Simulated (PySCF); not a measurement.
# BF (SMILES [B]F): wB97M-V/def2-TZVPPD

Aim: the vertical electron affinity of BF at wB97M-V/def2-TZVPPD, from 2 runs. Input form: a Python script.

Program for the calculation: PySCF 2.14.0.

4 further runs of the same task are left out: 4 set aside as unsound or not needed.

### Step 1. The molecule

BF: 2 atoms, total charge 0, spin state singlet. SMILES: `[B]F`. The coordinates come from a PBE0-D4/def2-TZVP relaxation.

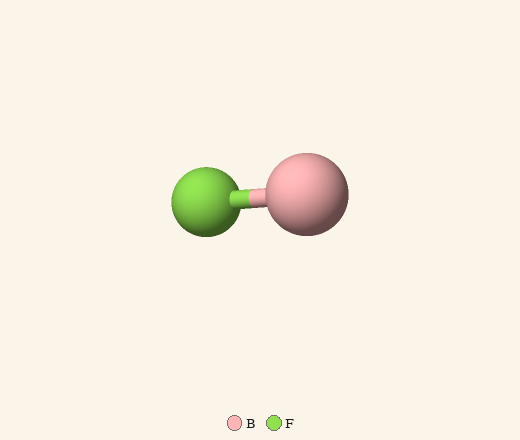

Viewed from a chosen angle; boron pink, fluorine green.

### Step 2. The energy at wB97M-V/def2-TZVPPD

run.py reads:

```python
# 13768-60-0
from pyscf import gto, dft

system = gto.M(
    atom='''
B      0.000000     0.000000    -0.009350
F      0.000000     0.000000     1.253740
''',
    basis='def2-tzvppd',
    verbose=3,
    max_memory=1860,
    spin=0,
)

myscf = dft.RKS(system, xc='wb97m-v')
myscf.nlcgrids.level = 1
myscf.conv_tol = 1e-10
myscf.grids.level = 5
myscf.kernel()
if not myscf.converged:
    myscf = myscf.newton().run(myscf.mo_coeff, myscf.mo_occ)

etot = myscf.e_tot
print('E(%s) = %.9f' % ('WB97M-V', etot))
```

Launch:

```
$ OMP_NUM_THREADS=1 python run.py
```

What it wrote:

```text
converged SCF energy = -124.689449134516
E(WB97M-V) = -124.689449135
```

Run time: 12 s. Hardware: 1 thread of Arm Neoverse V2, shared host; peak memory 0.39 GiB.

### Step 3. The doublet anion

run.py reads:

```python
from pyscf import gto, dft

system = gto.M(
    atom='B 0.000000 -0.000000 -0.009350; F -0.000000 0.000000 1.253740',
    charge=-1,
    verbose=3,
    max_memory=1860,
    basis='def2-tzvppd',
    spin=1,
)

mf = dft.UKS(system)
mf.xc = 'wb97m-v'
mf.nlcgrids.level = 1
mf.conv_tol = 1e-10
mf.grids.level = 5
mf.kernel()
if not mf.converged:
    mf = mf.newton().run(mf.mo_coeff, mf.mo_occ)

e_final = mf.e_tot
print('E = %.10f Eh' % e_final)
```

Launch:

```
$ OMP_NUM_THREADS=1 python run.py
```

What it wrote:

```text
WARN: HOMO 0.0103505436802796 >= LUMO 0.0103505436802802

converged SCF energy = -124.640947421258  <S^2> = 0.75148534  2S+1 = 2.0014848
E = -124.6409474213 Eh
```

It took 25 s on 1 thread of Arm Neoverse V2, shared host; peak memory 0.4 GiB.

### Step 4. Results

At wB97M-V/def2-TZVPPD:

| quantity | value |
| --- | --- |
| singlet BF: total energy | -124.68945 Eh |
| singlet BF: dipole moment | 0.94 D |
| singlet BF: HOMO energy | -10.31 eV |
| singlet BF: LUMO energy | 0.99 eV |
| singlet BF: HOMO–LUMO gap | 11.31 eV |
| doublet anion: total energy | -124.64095 Eh |
| doublet anion: HOMO energy (highest over α and β) | 1.55 eV |
| doublet anion: LUMO energy (lowest over α and β) | 4.93 eV |
| doublet anion: ⟨S²⟩ | 0.751 |
| vertical electron affinity (to the doublet anion) | -1.320 eV |

**Reading.** The anion lies 1.32 eV (30 kcal/mol) above the neutral: the electron isn't bound at this level, and such a value depends on the basis. The HOMO (doublet anion) lies at positive energy, 1.55 eV; only total energies tell whether the electron is bound.
